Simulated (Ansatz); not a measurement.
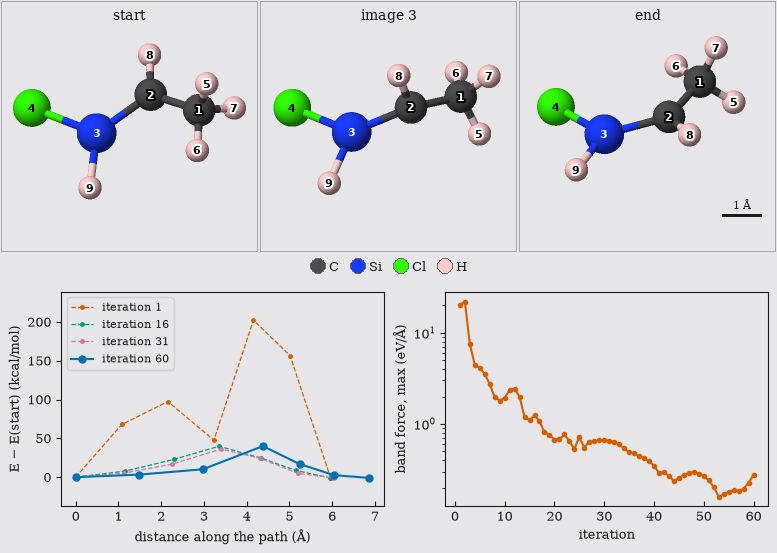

NEB run on C₂H₅ClSi. Images are numbered from 0 (start) to 6 (end). The plot follows the band through its iterations. The picture is a ball-and-stick view, seen at a tilt.

The calculation used Ansatz 0.2.0, RKS PBE-D4/def2-SVP. Run with 5 movable images; climbing image; force threshold 0.05 eV/Å; iteration limit 60; optimiser FIRE; largest step 0.5 Å; starting path through a guess of the saddle point.

> Judge this run.

The result isn't final. The band hadn't converged when the run stopped after 60 iterations. The largest component of the band force went from 20 to 0.28 eV/Å. The barrier read from it is provisional: over the last two iterations the highest image moved from 39.6 kcal/mol to 40.0 kcal/mol. The step length is far from the usual. The first iteration put the highest image at 202.2 kcal/mol. The energy climbs by 40.0 kcal/mol to image 3 and then falls by 40.9 kcal/mol, so the end point sits at −1.0 kcal/mol.
